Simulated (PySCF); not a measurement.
System: B₃F₂H₅N (SMILES BN[BH2-]B(F)F) (charge −1).

| atom | x (Å) | y (Å) | z (Å) |
| --- | --- | --- | --- |
| B | 1.8451 | -0.6910 | 0.4517 |
| N | 0.8243 | 0.1834 | 0.2327 |
| B | -0.3999 | 0.1509 | -0.7341 |
| B | -1.8641 | 0.3313 | 0.0900 |
| F | -3.1060 | 0.2108 | -0.4565 |
| F | -2.0577 | 0.7048 | 1.3853 |
| H | 2.6858 | -0.4569 | 1.2744 |
| H | 1.9331 | -1.6969 | -0.1680 |
| H | 0.8006 | 1.0196 | 0.8009 |
| H | -0.3615 | -0.8578 | -1.3991 |
| H | -0.2941 | 1.1045 | -1.5032 |

Geometry: GFN2-xTB.

All numbers below come from PySCF 2.14.0, B3LYP/def2-SVPD, SCF density, gas phase.

> What can the converged electron density and electron localisation function tell about the bonding?

B–F (1.36 Å): ρ at the midpoint is about 2 e/Å³; the ELF peaks at about 0.85 between the atoms; a shared but strongly polarised pair.
B–B (1.69 Å): ρ at the midpoint is about 1.1 e/Å³; the ELF peaks at about 1 between the atoms, as expected for a covalent bond.
B–N (1.56 Å): the density is about 1.4 e/Å³ at the midpoint; the ELF peaks at about 0.95 between the atoms (a polar covalent bond).

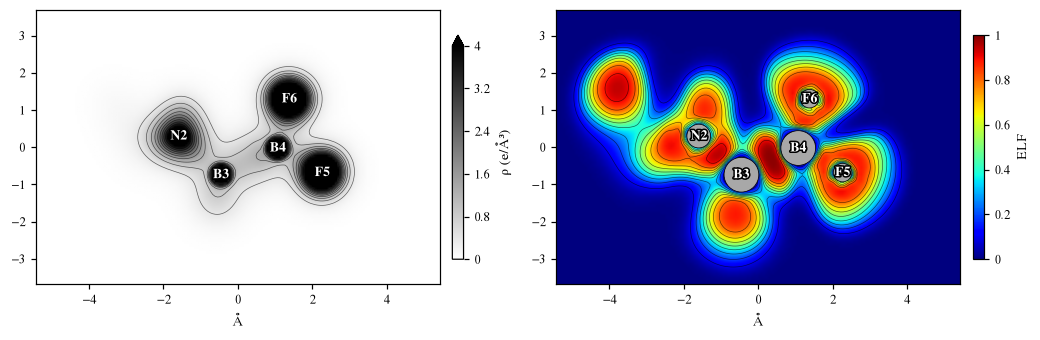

Computed electron density and electron localisation function on the plane of atoms F5, B4 and F6, in this order. Grey discs cover the atomic cores in the ELF map. 
